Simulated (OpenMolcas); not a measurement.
**One shape, several levels: CH6FNSn (SMILES [CH3][SnH]([NH2])[F])**

We compute a comparison of 6 runs (B3LYP/def2-SVP, M06-2X/def2-SVP, M06-L/def2-SVP, PBE/def2-SVP, r2SCAN/def2-SVP, MP2/def2-SVP) of CH6FNSn. 

The results are computed with OpenMolcas 26.06.

## 1. The molecule

CH6FNSn: 10 atoms, total charge 0, spin state singlet. SMILES: `[CH3][SnH]([NH2])[F]`. The shape is that of a PBE0-D4/def2-TZVP optimisation. This is one conformer, not always the lowest.

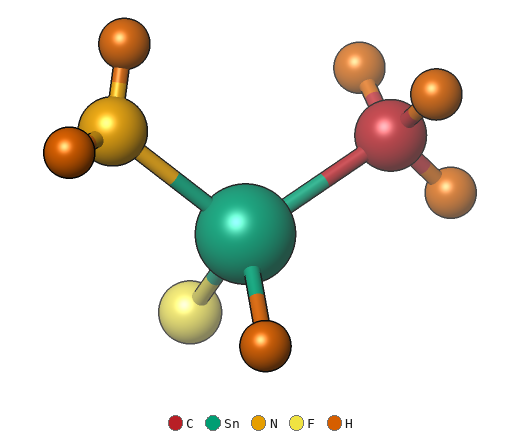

The structure, seen from a chosen angle (carbon red, tin teal, nitrogen amber, fluorine yellow, hydrogen orange).

## 2. Energy and forces at B3LYP/def2-SVP (core potential) (run 1)

File calc.input:

```
* CH6FNSn Kohn-Sham DFT

&gateway
 baslib = $CurrDir
 coord
 10
 bohr
 C     -1.93375674     2.24291594     0.57750030
 Sn    -0.02381055    -0.80143285    -1.19581869
 N      2.87654111    -2.05073079     0.88023443
 F     -2.47289561    -3.50619785    -1.12136348
 H     -2.25160868     1.76764982     2.55661047
 H     -0.81711758     3.96974767     0.45882550
 H     -3.75167328     2.53695732    -0.34260735
 H      0.78102381    -0.62228681    -4.30914248
 H      3.24976202    -1.15405574     2.51938287
 H      4.50057174    -2.47932068    -0.01833034
 basis = def2-SVP
 group = NoSym

&seward
 gridinput
 Grid=UltraFine
 End of Grid

&scf
 ksdft = B3LYP
 thresholds = 1e-10 1e-07 1e-07 1e-05
 prorbitals = 1 1

&alaska
```

The basis set def2-SVP is read from a file made from the Basis Set Exchange's data (not shown).

Run with:

```console
$ export MOLCAS_MEM=1860
$ pymolcas calc.input > calc.log
```

The log of the run:

```text
--- Start Module: gateway ---
[...]
--- Stop Module: gateway /rc=_RC_ALL_IS_WELL_ ---
[...]
      Basis functions           98
[...]
--- Start Module: scf ---
[...]
       Convergence after  16 Iterations
[...]
::    Total KS-DFT energy                            -410.5468080851
[...]
      Total spin, S                                     0.0000000000
[...]
      Total electronic charge=   50.000000
      Total            charge=   -0.000000
[...]
      Dipole Moment (debye):
      Origin of the operator (angstrom)=   -0.0961   -0.4967   -0.4475
                   X=  2.1737E+00               Y=  3.2932E+00               Z=  3.8070E-01           Total=  3.9642E+00
      Quadrupole Moment (debye*angstrom):
[...]
 *              Molecular gradients               *
 **************************************************
  Irreducible representation: a
 ------------------------------------------------------------------------------------------
                              X                       Y                       Z
 ------------------------------------------------------------------------------------------
  C1                4.27456269953108E-04   -2.20808549492002E-03   -4.05213760675593E-04
  SN2              -2.42810457197518E-03   -5.44715841065724E-03    6.02627133576306E-03
  N3               -1.65680798016510E-03    3.92490129746204E-03   -2.67586469588821E-03
  F4                9.27425177446572E-03    1.04559153629005E-02   -1.57144907798612E-05
  H5                9.69179233690776E-04    1.37826247279843E-03   -6.15897678041755E-03
  H6               -3.17178366914916E-03   -5.61427339005416E-03    2.44504854564814E-04
  H7                5.81220245691227E-03   -1.17665390783506E-03    2.67532633914302E-03
  H8               -1.26790703689950E-03   -7.41866529001489E-04    3.80035039132842E-03
[...]
```

Run time: 74 s. Hardware: 1 thread of AMD EPYC 7R43 (Zen 3), shared host; peak memory 0.54 GiB.

## 3. Energy and forces at M06-2X/def2-SVP (core potential) (run 2)

File calc.inp:

```
>>> EXPORT MOLCAS_PRINT=2
&GATEWAY
BasLib
$CurrDir
Coord
10
angstrom
C       -1.023300       1.186900       0.305600
Sn      -0.012600      -0.424100      -0.632800
N        1.522200      -1.085200       0.465800
F       -1.308600      -1.855400      -0.593400
H       -1.191500       0.935400       1.352900
H       -0.432400       2.100700       0.242800
H       -1.985300       1.342500      -0.181300
H        0.413300      -0.329300      -2.280300
H        1.719700      -0.610700       1.333200
H        2.381600      -1.312000      -0.009700
Basis
def2-SVP
Group
NoSym
&SEWARD
GridInput
Grid=UltraFine
End of Grid
&SCF
KSDFT
M062X
Thresholds
1e-10 1e-07 1e-07 1e-05
PrOrbitals
0
&ALASKA
```

The basis set def2-SVP is read from a file made from the Basis Set Exchange's data (not shown).

Run with:

```console
$ export MOLCAS_MEM=1860
$ pymolcas calc.inp > calc.log
```

The log of the run:

```text
--- Start Module: gateway ---
[...]
--- Stop Module: gateway /rc=_RC_ALL_IS_WELL_ ---
[...]
      Basis functions           98
[...]
--- Start Module: scf ---
[...]
       Convergence after  14 Iterations
[...]
::    Total KS-DFT energy                            -410.3220381419
[...]
      Total spin, S                                     0.0000000000
[...]
      Total electronic charge=   50.000000
      Total            charge=   -0.000000
[...]
      Dipole Moment (debye):
      Origin of the operator (angstrom)=   -0.0961   -0.4967   -0.4475
                   X=  2.2674E+00               Y=  3.4403E+00               Z=  2.8768E-01           Total=  4.1303E+00
      Quadrupole Moment (debye*angstrom):
[...]
 *              Molecular gradients               *
 **************************************************
  Irreducible representation: a
 ------------------------------------------------------------------------------------------
                              X                       Y                       Z
 ------------------------------------------------------------------------------------------
  C1               -1.84029963366550E-03    2.89612835093322E-04    1.62108887958734E-03
  SN2               1.09490011606184E-03   -1.08073567642109E-03    3.02912227638608E-03
  N3               -2.76887762938216E-04    2.69413765733084E-04   -2.97368365535178E-04
  F4                5.75970305648177E-03    6.09943297753723E-03    2.11048545658787E-04
  H5                1.02622243103734E-03    7.22422780896681E-04   -5.00453690301406E-03
  H6               -1.89902019365062E-03   -4.86216087101621E-03   -2.25711678763132E-04
  H7                4.82082099479264E-03   -1.38720625433097E-03    1.67761590393956E-03
  H8               -1.11302753278930E-03   -1.21390048672265E-03    3.27496561607710E-03
[...]
```

Wall time 75 s (1 thread of AMD EPYC 7R43 (Zen 3), shared host); peak memory 0.54 GiB.

Runs 3 to 4 aren't shown in full; the table further down has their settings and results.

## 4. Energy and forces at r2SCAN/def2-SVP (core potential) (run 5)

File run.inp:

```
>>> EXPORT MOLCAS_PRINT=2

&gateway
  baslib
  $CurrDir
  coord
  10
  angstrom
  C       -1.023300       1.186900       0.305600
  Sn      -0.012600      -0.424100      -0.632800
  N        1.522200      -1.085200       0.465800
  F       -1.308600      -1.855400      -0.593400
  H       -1.191500       0.935400       1.352900
  H       -0.432400       2.100700       0.242800
  H       -1.985300       1.342500      -0.181300
  H        0.413300      -0.329300      -2.280300
  H        1.719700      -0.610700       1.333200
  H        2.381600      -1.312000      -0.009700
  basis
  def2-SVP
  group
  NoSym

&seward
  gridinput
  Grid=UltraFine
  End of Grid

&scf
  ksdft
  2
  1.0 MGGA_X_R2SCAN
  1.0 MGGA_C_R2SCAN
  thresholds
  1e-10 1e-07 1e-07 1e-05
  prorbitals
  1 1

&alaska
```

The basis set def2-SVP is read from a file made from the Basis Set Exchange's data (not shown).

Run with:

```console
$ export MOLCAS_MEM=1860
$ pymolcas run.inp > run.log
```

The log of the run:

```text
--- Start Module: gateway ---
[...]
--- Stop Module: gateway /rc=_RC_ALL_IS_WELL_ ---
[...]
      Basis functions           98
[...]
--- Start Module: scf ---
[...]
       Convergence after  18 Iterations
[...]
::    Total KS-DFT energy                            -410.4524129152
[...]
      Total spin, S                                     0.0000000000
[...]
      Total electronic charge=   50.000000
      Total            charge=   -0.000000
[...]
      Dipole Moment (debye):
      Origin of the operator (angstrom)=   -0.0961   -0.4967   -0.4475
                   X=  2.1771E+00               Y=  3.2726E+00               Z=  3.9674E-01           Total=  3.9505E+00
      Quadrupole Moment (debye*angstrom):
[...]
 *              Molecular gradients               *
 **************************************************
  Irreducible representation: a
 ------------------------------------------------------------------------------------------
                              X                       Y                       Z
 ------------------------------------------------------------------------------------------
  C1               -1.38628941642560E-03    6.08166043849501E-04    9.27972773475894E-04
  SN2              -1.94372553199340E-03   -5.47820324235904E-03    4.49576925480244E-03
  N3                1.30005422302926E-03    3.57109781388676E-03   -1.28050884538933E-03
  F4                7.17734621161625E-03    8.05180775430614E-03   -1.72572400156668E-04
  H5                9.75662133456900E-04    1.44517850668241E-03   -6.12788203575310E-03
  H6               -3.11646998141768E-03   -5.49155842322602E-03    2.44274523715289E-04
  H7                5.79226099097507E-03   -1.06929829762725E-03    2.68517887971531E-03
  H8               -8.85435623925845E-04   -4.63636318506988E-04    2.43360574146667E-03
[...]
```

It took 78 s on 1 thread of AMD EPYC 7R43 (Zen 3), shared host; peak memory 0.54 GiB.

## 5. A single-point energy at MP2/def2-SVP (core potential) (run 6)

File mol.input:

```
* CH6FNSn MP2

&GATEWAY
  BasLib=$CurrDir
  Coord
  10
  angstrom
  C       -1.023300       1.186900       0.305600
  Sn      -0.012600      -0.424100      -0.632800
  N        1.522200      -1.085200       0.465800
  F       -1.308600      -1.855400      -0.593400
  H       -1.191500       0.935400       1.352900
  H       -0.432400       2.100700       0.242800
  H       -1.985300       1.342500      -0.181300
  H        0.413300      -0.329300      -2.280300
  H        1.719700      -0.610700       1.333200
  H        2.381600      -1.312000      -0.009700
  Basis=def2-SVP
  Group=NoSym

&SEWARD

&SCF
  Thresholds=1e-10 1e-07 1e-07 1e-05
  PrOrbitals=1 2

&MBPT2
  Frozen=7
```

The basis set def2-SVP is read from a file made from the Basis Set Exchange's data (not shown).

Run with:

```console
$ export MOLCAS_MEM=1860
$ pymolcas mol.input > mol.log
```

The log of the run:

```text
--- Start Module: gateway ---
[...]
--- Stop Module: gateway /rc=_RC_ALL_IS_WELL_ ---
[...]
      Basis functions           98
[...]
--- Start Module: scf ---
[...]
       Convergence after  14 Iterations
[...]
::    Total SCF energy                               -408.4615450283
[...]
      Total spin, S                                     0.0000000000
[...]
      Total electronic charge=   50.000000
      Total            charge=   -0.000000
[...]
      Dipole Moment (debye):
      Origin of the operator (angstrom)=   -0.0961   -0.4967   -0.4475
                   X=  2.3759E+00               Y=  3.7713E+00               Z=  1.7985E-01           Total=  4.4609E+00
      Quadrupole Moment (debye*angstrom):
[...]
--- Stop Module: scf /rc=_RC_ALL_IS_WELL_ ---
[...]
--- Start Module: mbpt2 ---
[...]
WARNING!
Default frozen orbitals as non valence orbitals is overwritten by user input.
Default values:   3
[...]
       Reference weight ( Cref**2 )         =        0.84090
::    Total MBPT2 energy                             -409.0842723296
[...]
      Total MBPT2 calculations                           0.80      0.94
--- Stop Module: mbpt2 /rc=_RC_ALL_IS_WELL_ ---
[...]
```

Run time: 23 s. Hardware: 1 thread of AMD EPYC 7R43 (Zen 3), shared host; peak memory 0.54 GiB.

## 6. All runs side by side

| run | level | task | integration grid | energy (Eh) | dipole moment (D) of the reference | HOMO energy (eV) | LUMO energy (eV) | wall time |
| --- | --- | --- | --- | --- | --- | --- | --- | --- |
| 1 | B3LYP/def2-SVP (core potential) | gradient | UltraFine | -410.546808 | 3.96 | -6.89 | 0.06 | 74 s |
| 2 | M06-2X/def2-SVP (core potential) | gradient | UltraFine | -410.322038 | 4.13 | -8.63 | 1.26 | 75 s |
| 3 | M06-L/def2-SVP (core potential) | gradient | UltraFine | -410.611420 | 3.93 | -5.96 | -0.05 | 78 s |
| 4 | PBE/def2-SVP (core potential) | gradient | UltraFine | -410.243178 | 3.78 | -5.67 | -0.55 | 83 s |
| 5 | r2SCAN/def2-SVP (core potential) | gradient | UltraFine | -410.452413 | 3.95 | -6.03 | -0.20 | 78 s |
| 6 | MP2/def2-SVP (core potential) | energy | – | -409.084272 | 4.46 | -10.89 | 3.45 | 23 s |

## 7. Results

| quantity | value |
| --- | --- |
| run 6: total energy | -409.08427 Eh |
| run 6: dipole moment (mean-field density) | 4.46 D |
| run 6: HOMO energy (Hartree–Fock orbitals) | -10.89 eV |
| run 6: LUMO energy (Hartree–Fock orbitals) | 3.45 eV |
| run 6: HOMO–LUMO gap (Hartree–Fock orbitals) | 14.35 eV |
| run 6: correlation energy (7 core orbitals frozen) | -622.7 mEh |

What this shows: Over runs 1, 2, 3, 4, 5 the dipole moment (its size) runs from 3.78 D (PBE/def2-SVP) to 4.13 D (M06-2X/def2-SVP). Over runs 1, 2, 3, 4, 5 the HOMO–LUMO gap runs from 5.12 eV (PBE/def2-SVP) to 9.90 eV (M06-2X/def2-SVP). Totals of different functionals can't be ranked against each other. All runs together took 6.8 min, the longest 83 s.
